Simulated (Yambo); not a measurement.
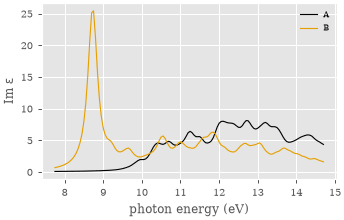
*Two computed absorption spectra of LiCl (rock salt, space group Fm-3m, No. 225) (Yambo, LDA bands with the same scissor, field along x)*

Q: Which curve includes the electron-hole attraction (BSE), and where are its main peaks?

A: Curve B: the attraction moves weight to lower energy (centre of the plotted range 10.7 eV against 12.4 eV). Its peaks lie at 8.8 eV, 10.6 eV, 11.0 eV, 11.8 eV. Settings: 10×10×10 mesh, 3 valence and 4 conduction bands, static screening with 16 bands and a 4 Ry block, scissor 3.01 eV, Tamm-Dancoff. The scissor comes from a G0W0 run whose convergence isn't established. Broadening 0.15 eV. The band window holds all transitions up to 15.0 eV. Fine structure above the onset can come from the mesh.

Geometry relaxed with LDA; primitive cell a = 3.510 Å, b = 3.510 Å, c = 3.510 Å, α = 60.00°, β = 60.00°, γ = 60.00°.
